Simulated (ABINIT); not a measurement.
# Quasiparticle gap of Al2O3 (Corundum) in ABINIT, part 3 of 3

Wanted: ground state, empty states, screening and self-energy for Al2O3 (Corundum).

ABINIT 10.8.3; PBE and many-body steps on it, plane waves. Known limits of the many-body steps: not at the basis limit; coarse k mesh.

So far. Step 4 (Empty states on the mesh, 2×2×2 mesh, 170 bands): On this mesh the gap is 6.266 eV. Step 5 (Screening, 2×2×2 mesh, 156 bands, screening to 106.1 eV): Local fields lower ε∞ by 6 %. On a Γ-centred mesh this coarse the value itself is usually too large, while a short band sum pulls it down.

### 6. Self-energy, 2×2×2 mesh, 156 bands, screening to 106.1 eV

The self-energy is evaluated for the states that the input lists, and the levels follow from it, in one-shot runs by the linearised quasiparticle equation.

This step: G0W0 on PBE, plane waves, norm-conserving pseudopotentials.

Contents of run.abi:

```
acell 3*1.0 Angstrom
rprim 
  2.380249999995 1.374237978213 4.331866666707
  -2.380249999995 1.374237978213 4.331866666707
  -0.000000000000 -2.748475956495 4.331866666685
ntypat 2
znucl 13 8
natom 10
typat 1 1 1 1 2 2 2 2 2 2
xred 
  0.352160000000 0.352160000000 0.352160000000
  0.147840000000 0.147840000000 0.147840000000
  0.647840000000 0.647840000000 0.647840000000
  0.852160000000 0.852160000000 0.852160000000
  0.556680000000 0.943320000000 0.250000000000
  0.250000000000 0.556680000000 0.943320000000
  0.943320000000 0.250000000000 0.556680000000
  0.443320000000 0.056680000000 0.750000000000
  0.750000000000 0.443320000000 0.056680000000
  0.056680000000 0.750000000000 0.443320000000
pp_dirpath "pseudos"
pseudos "Al.upf, O.upf"
ecut 36
ngkpt 2 2 2
nshiftk 1
shiftk 0 0 0
kptopt 1
chksymbreak 0
istwfk *1
occopt 1
irdwfk 1
optdriver 4
nband 156
gwcalctyp 0
ecutsigx 36
symsigma 1
nkptgw 4
kptgw 
  0.0000000000 0.0000000000 0.0000000000
  0.5000000000 0.0000000000 0.0000000000
  0.5000000000 0.5000000000 0.0000000000
  0.5000000000 0.5000000000 0.5000000000
bdgw 
  7 30
  7 30
  7 30
  7 30
ecuteps 3.9
irdscr 1
ppmodel 1
indata_prefix "in"
outdata_prefix "out"
tmpdata_prefix "tmp"
```

Run with:

```sh
$ OMP_NUM_THREADS=1 mpirun -n 4 abinit run.abi > log
```

Numbers of over 12 decimals in the logs are rounded to 6 here.

What it wrote:

```text
.Version 10.8.3 of ABINIT. v10.8.2 released Aug 2026.

 Symmetries : space group R-3 c (#167); Bravais hR (rhombohedral)
[... echo of the input left out ...]
== DATASET  1 ==================================================================
-   mpi_nproc: 4, omp_nthreads: 1 (-1 if OMP is not activated)

--- !DatasetInfo
iteration_state: {dtset: 1, }
dimensions: {natom: 10, nkpt: 4, mband: 156, nsppol: 1, nspinor: 1, nspden: 1, mpw: 5936, }
cutoff_energies: {ecut:  36.0, pawecutdg:  -1.0, }
electrons: {nelect:   4.80000000E+01, charge:   0.00000000E+00, occopt:   1.00000000E+00, tsmear:   1.00000000E-02, }

 SIGMA: Calculation of the GW corrections

 Based on a program developped by R.W. Godby, V. Olevano, G. Onida, and L. Reining.
 Incorporated in ABINIT by V. Olevano, G.-M. Rignanese, and M. Torrent.
.Using double precision arithmetic ; gwpc =  8

[... cell and pseudopotentials left out ...]
--------------------------------------------------------------------------------

 ==== K-mesh for the wavefunctions ====
 Number of points in the irreducible wedge :     4
[... list of points left out ...]
 Together with 12 symmetry operations and time-reversal symmetry
 yields     8 points in the full Brillouin Zone.

 ==== Q-mesh for screening function ====
 Number of points in the irreducible wedge :     4
[... list of points left out ...]
 Together with 12 symmetry operations and time-reversal symmetry
 yields     8 points in the full Brillouin Zone.

 vcoul_init : cutoff-mode = AUXILIARY_FUNCTION
 q-points for optical limit:   1
     1)      0.000010    0.000020    0.000030
 setmesh: FFT mesh size selected  =    54x   54x   54
          total number of points  =       157464

 Number of electrons calculated from density =   48.0000; Expected =   48.0000
 average of density, n =  0.083663
 r_s =    1.4184
 omega_plasma =   27.9012 [eV]

 === KS Band Gaps ===
  >>>> For spin  1
   Minimum direct gap =   6.2663 [eV], located at k-point      :   0.0000  0.0000  0.0000
   Fundamental gap    =   6.2663 [eV], Top of valence bands at :   0.0000  0.0000  0.0000
                                       Bottom of conduction at :   0.0000  0.0000  0.0000
 SIGMA fundamental parameters:
 PLASMON POLE MODEL  1
 number of plane-waves for SigmaX                 5879
 number of plane-waves for SigmaC and W            205
 number of plane-waves for wavefunctions          5879
 number of bands                                   156
 number of independent spin polarizations            1
 number of spinorial components                      1
 number of k-points in IBZ                           4
 number of q-points in IBZ                           4
 number of symmetry operations                      12
 number of k-points in BZ                            8
 number of q-points in BZ                            8
 number of frequencies for dSigma/dE                 9
 frequency step for dSigma/dE [eV]                0.25
 number of omega for Sigma on real axis              0
 max omega for Sigma on real axis  [eV]           0.00
 zcut for avoiding poles [eV]                     0.10

 EPSILON^-1 parameters (SCR file):
 dimension of the eps^-1 matrix on file            205
 dimension of the eps^-1 matrix used               205
 number of plane-waves for wavefunctions          5879
 number of bands                                   156
 number of q-points in IBZ                           4
 number of frequencies                               2
 number of real frequencies                          1
 number of imag frequencies                          1

 matrix elements of self-energy operator (all in [eV])

 Perturbative Calculation

--- !SelfEnergy_ee
iteration_state: {dtset: 1, }
kpoint     : [   0.000,    0.000,    0.000, ]
spin       : 1
KS_gap     :    6.266
QP_gap     :    8.273
Delta_QP_KS:    2.007
data: !SigmaeeData |
     Band     E0 <VxcDFT>   SigX SigC(E0)      Z dSigC/dE  Sig(E)    E-E0       E
        7  -1.700 -15.502 -21.952   4.484   0.806  -0.241 -17.086  -1.584  -3.284
        8  -0.700 -15.988 -22.187   4.391   0.812  -0.232 -17.455  -1.467  -2.166
        9  -0.352 -16.378 -22.522   4.355   0.817  -0.224 -17.840  -1.461  -1.813
       10  -0.352 -16.378 -22.522   4.355   0.817  -0.224 -17.840  -1.461  -1.813
       11   0.775 -16.907 -22.815   4.277   0.816  -0.226 -18.237  -1.331  -0.555
       12   0.872 -16.375 -22.364   4.312   0.816  -0.226 -17.743  -1.369  -0.496
       13   0.872 -16.375 -22.364   4.312   0.816  -0.226 -17.743  -1.369  -0.496
       14   1.879 -16.434 -22.228   4.181   0.820  -0.219 -17.757  -1.323   0.556
       15   2.235 -17.454 -23.020   4.130   0.821  -0.218 -18.634  -1.179   1.056
       16   3.751 -19.734 -24.819   4.136   0.824  -0.213 -20.517  -0.783   2.968
[...]
--- !SelfEnergy_ee
iteration_state: {dtset: 1, }
kpoint     : [   0.500,    0.000,    0.000, ]
spin       : 1
KS_gap     :    9.763
QP_gap     :   12.278
Delta_QP_KS:    2.515
data: !SigmaeeData |
     Band     E0 <VxcDFT>   SigX SigC(E0)      Z dSigC/dE  Sig(E)    E-E0       E
[...]
--- !SelfEnergy_ee
iteration_state: {dtset: 1, }
kpoint     : [   0.500,    0.500,    0.000, ]
spin       : 1
KS_gap     :    9.934
QP_gap     :   12.070
Delta_QP_KS:    2.137
data: !SigmaeeData |
     Band     E0 <VxcDFT>   SigX SigC(E0)      Z dSigC/dE  Sig(E)    E-E0       E
[...]
--- !SelfEnergy_ee
iteration_state: {dtset: 1, }
kpoint     : [   0.500,    0.500,    0.500, ]
spin       : 1
KS_gap     :    9.087
QP_gap     :   11.411
Delta_QP_KS:    2.324
data: !SigmaeeData |
     Band     E0 <VxcDFT>   SigX SigC(E0)      Z dSigC/dE  Sig(E)    E-E0       E
[...]
26  13.889 -13.830  -8.299  -3.592   0.856  -0.168 -12.170   1.660  15.549
       27  16.314 -10.386  -4.736  -3.906   0.868  -0.152  -8.873   1.513  17.827
       28  16.314 -10.386  -4.736  -3.906   0.868  -0.152  -8.873   1.513  17.827
       29  17.668 -15.278  -8.489  -3.929   0.842  -0.187 -12.869   2.409  20.076
       30  17.668 -15.278  -8.489  -3.929   0.842  -0.187 -12.869   2.409  20.076

 New Fermi energy :        3.205963E-01 Ha ,    8.723870E+00 eV

 === QP Band Gaps ===
  >>>> For spin  1
   Minimum direct gap =   8.2732 [eV], located at k-point      :   0.0000  0.0000  0.0000
   Fundamental gap    =   8.2732 [eV], Top of valence bands at :   0.0000  0.0000  0.0000
                                       Bottom of conduction at :   0.0000  0.0000  0.0000

== END DATASET(S) ==============================================================
================================================================================

 -outvars: echo values of variables after computation  --------
           etotal      0.0000000000E+00
            nband         156
             nkpt           4
          spgroup         167
 [... the other variables as echoed above ...]

 Calculation completed.
```

Run time: 55 s. Hardware: 4 MPI ranks of Arm Neoverse V1, shared host; peak memory 1.7 GiB; 3.7 min of CPU time.

This step gave:

```
G0W0 gap on the mesh                         : 8.273 eV
starting gap on the mesh                     : 6.266 eV
k of the valence top                         : 0, 0, 0
k of the conduction bottom                   : 0, 0, 0
Z at the valence top                         : 0.825
Z at the conduction bottom                   : 0.86
least direct G0W0 gap on the computed points : 8.273 eV
```

The gap on the mesh goes from 6.27 eV to 8.27 eV, a correction of +2.01 eV.

Limits: finite bands, cutoff and mesh; coarse k mesh. v1 is the top filled band, c1 the lowest empty one. Levels before and after the correction, in eV, zero at the valence-band top of each column:

```
           conduction bottom  valence top
Kohn-Sham               6.27         0.00
     G0W0               8.27         0.00
```

```
             level  energy (eV)
Kohn-Sham     Γ v4       -0.488
Kohn-Sham  Γ v3-v2       -0.045
Kohn-Sham     Γ v1        0.000
Kohn-Sham     Γ c1        6.266
Kohn-Sham     Γ c2        9.188
Kohn-Sham     Γ c3       10.777
Kohn-Sham     Γ c4       11.564
     G0W0     Γ v4       -0.639
     G0W0  Γ v3-v2       -0.036
     G0W0     Γ v1        0.000
     G0W0     Γ c1        8.273
     G0W0     Γ c2       11.203
     G0W0     Γ c3       13.283
     G0W0     Γ c4       13.872
```

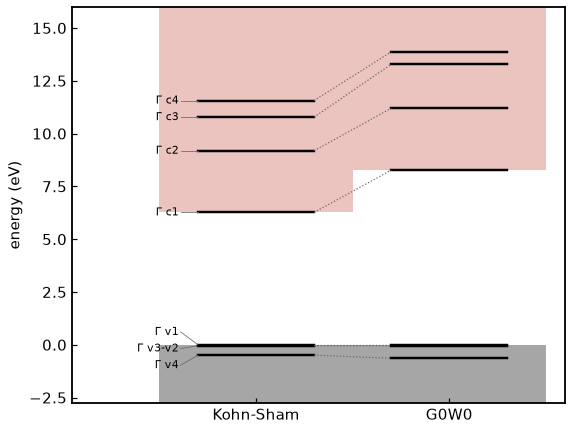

Levels before and after the correction. Shaded: valence and conduction bands.

### 7. Where the time went

Times are wall times on 4 MPI ranks of Arm Neoverse V1, shared host, good to a factor of about two.

```
                          step  time  share  memory (GiB)
                  ground state  84 s   31 %          0.52
bands along the symmetry lines  46 s   17 %           0.4
      empty states on the mesh  49 s   18 %           0.4
                     screening  36 s   13 %           1.2
                   self-energy  55 s   20 %           1.7
```

### 8. Summary of results

```yaml
pbe_gap: 6.27 eV, direct
g0w0_gap_on_the_mesh: 8.27 eV
gw_settings: 2×2×2 mesh, 156 bands, screening to 106.1 eV, Godby-Needs plasmon pole
known_limits: not at the basis limit; coarse k mesh
```

What this shows: G0W0 moves the gap on the mesh from 6.27 eV to 8.27 eV (+2.01 eV), with Z of 0.82 and 0.86 at the edges. Local fields lower the RPA ε∞ on this mesh from 3.33 to 3.13; a Γ-centred mesh this coarse tends to raise both, most where the direct gap is narrow, while a short band sum lowers them. The dearest step here is «ground state». Against experiment, by G0W0@PBE: the gap of 8.27 eV lies −0.43 eV from the measured 8.7 eV (optical, quoted 2018). An exciton line or allowed optical edge lies below the quasiparticle gap by the binding energy; a forbidden edge can push the onset above it. The calculation has static nuclei and no excitons; a measured gap holds zero-point and thermal motion, which mostly lowers it. Bands and cutoff are finite, so the gap is not at the basis limit. The miss can reach some tenths of an eV and take either sign; the mesh is an error of its own. The 2×2×2 mesh is coarse for this cell, which bears on the long-range parts of exchange and screening.

[Paths, hosts, dates, memory and timing lines, banners, echoed tables and standing remarks are left out of the program output.]

[Logs are printed without paths, hosts, clocks, repeated set-up lines and the standing remarks that a program may print on its own settings, such as how far it seeks lower states.]

[Runs of the session that timed out or met a known fault of the program may be left out.]

[Hosts, paths, dates, database ids (printed as entryN), source tags and the programs' standing remarks are cut or masked in the printed files.]

[G0W0 gaps are taken among the corrected bands and points alone; a level outside them can change the order at an edge.]

[Where Ansatz stands beside ABINIT at settings called matched, ABINIT's density can come from a denser mesh and the files from another edition; pairs whose starting gaps differed by over 0.03 eV were left out, so agreement reads better than it is.]
